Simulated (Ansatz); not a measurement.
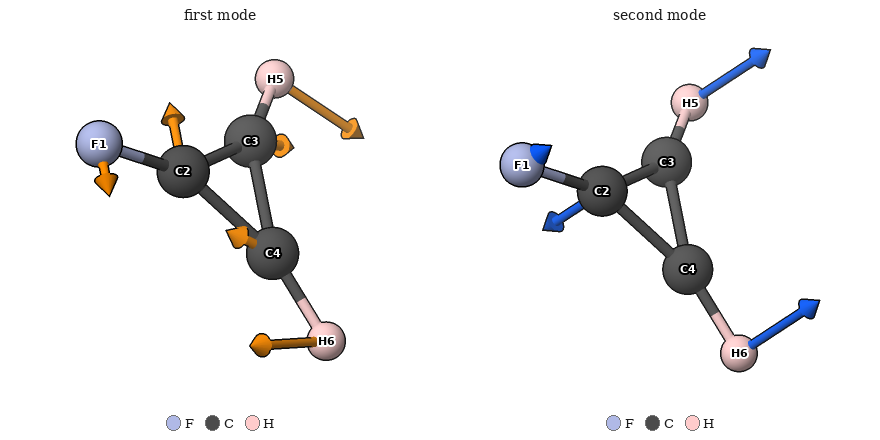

The system is C₃H₂F, SMILES Fc1c[cH+]1, charge +1; the picture shows the reference structure; its two panels give the patterns of the first and the second mode as arrows. First axis: normal mode 1 (488 cm⁻¹). Second axis: normal mode 2 (493 cm⁻¹). Nothing is relaxed (straight displacements along the two mass-weighted modes). Grid: 15 × 15 points; 64 points were computed and 161 follow by symmetry. Points are written as (first, second). All energies are given in eV relative to the lowest grid point. Theory: RKS PBE0-D4/def2-TZVP (Ansatz 0.2.0).

Its coordinates:

| atom | x (Å) | y (Å) | z (Å) |
| --- | --- | --- | --- |
| F | -0.4645 | -1.8244 | 0.7195 |
| C | -0.1760 | -0.6913 | 0.2727 |
| C | 0.6507 | 0.1062 | -0.4463 |
| C | -0.4638 | 0.6278 | 0.1569 |
| H | 1.5291 | 0.2814 | -1.0561 |
| H | -1.0754 | 1.5004 | 0.3534 |

Range: normal mode 1 (488 cm⁻¹) from −0.828 to 0.828 amu½·Å; normal mode 2 (493 cm⁻¹) from −0.819 to 0.819 amu½·Å.

> What landscape does the calculation give?

The lowest grid point is at (0.000 amu½·Å, 0.000 amu½·Å). It is the only kind of minimum in the scanned range. The highest grid point, (−0.828 amu½·Å, −0.819 amu½·Å), lies 0.703 eV above the lowest.

```tsv
normal mode 2 (493 cm⁻¹) ↓, normal mode 1 (488 cm⁻¹) →	−0.828	−0.710	−0.591	−0.473	−0.355	−0.236	−0.118	0.000	0.118	0.236	0.355	0.473	0.591	0.710	0.828
0.819	0.703	0.609	0.530	0.467	0.418	0.383	0.362	0.355	0.362	0.383	0.418	0.467	0.530	0.609	0.703
0.702	0.591	0.499	0.422	0.360	0.312	0.278	0.258	0.251	0.258	0.278	0.312	0.360	0.422	0.499	0.591
0.585	0.500	0.410	0.335	0.274	0.227	0.194	0.175	0.168	0.175	0.194	0.227	0.274	0.335	0.410	0.500
0.468	0.430	0.341	0.268	0.208	0.162	0.130	0.111	0.104	0.111	0.130	0.162	0.208	0.268	0.341	0.430
0.351	0.377	0.290	0.218	0.159	0.114	0.082	0.063	0.057	0.063	0.082	0.114	0.159	0.218	0.290	0.377
0.234	0.341	0.255	0.183	0.125	0.081	0.050	0.031	0.025	0.031	0.050	0.081	0.125	0.183	0.255	0.341
0.117	0.320	0.234	0.163	0.106	0.062	0.031	0.012	0.006	0.012	0.031	0.062	0.106	0.163	0.234	0.320
0.000	0.313	0.227	0.156	0.099	0.056	0.025	0.006	0.000	0.006	0.025	0.056	0.099	0.156	0.227	0.313
−0.117	0.320	0.234	0.163	0.106	0.062	0.031	0.012	0.006	0.012	0.031	0.062	0.106	0.163	0.234	0.320
−0.234	0.341	0.255	0.183	0.125	0.081	0.050	0.031	0.025	0.031	0.050	0.081	0.125	0.183	0.255	0.341
−0.351	0.377	0.290	0.218	0.159	0.114	0.082	0.063	0.057	0.063	0.082	0.114	0.159	0.218	0.290	0.377
−0.468	0.430	0.341	0.268	0.208	0.162	0.130	0.111	0.104	0.111	0.130	0.162	0.208	0.268	0.341	0.430
−0.585	0.500	0.410	0.335	0.274	0.227	0.194	0.175	0.168	0.175	0.194	0.227	0.274	0.335	0.410	0.500
−0.702	0.591	0.499	0.422	0.360	0.312	0.278	0.258	0.251	0.258	0.278	0.312	0.360	0.422	0.499	0.591
−0.819	0.703	0.609	0.530	0.467	0.418	0.383	0.362	0.355	0.362	0.383	0.418	0.467	0.530	0.609	0.703
```

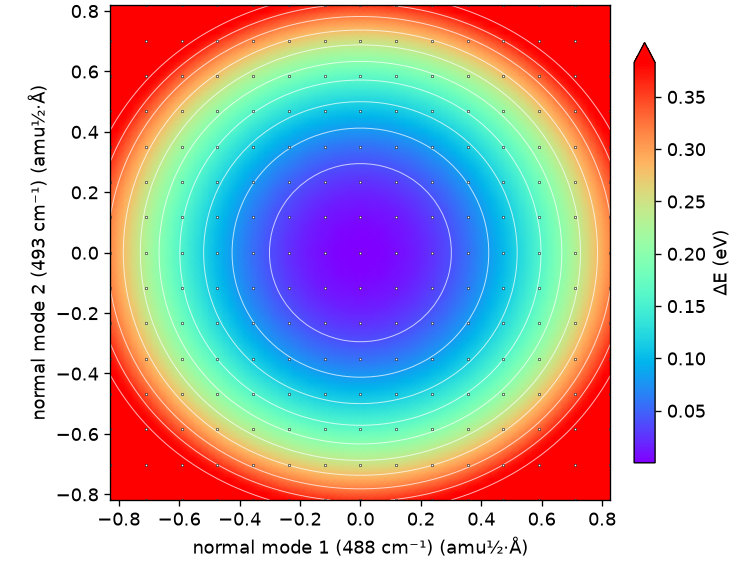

Drawn: a smooth colour map with a few white contour lines, dots at the grid points, one colour for all values above the top of the scale. Between grid points the surface is interpolated.

Each point was launched as `ansatz run input.yaml --threads 1 --pin off --max-ram 2560MiB --backend cpu --events-out ev --progress --plain --runs-dir out`. The whole map (64 points run) took 4.3 min on 1 thread of Arm Neoverse V1, on a shared host.
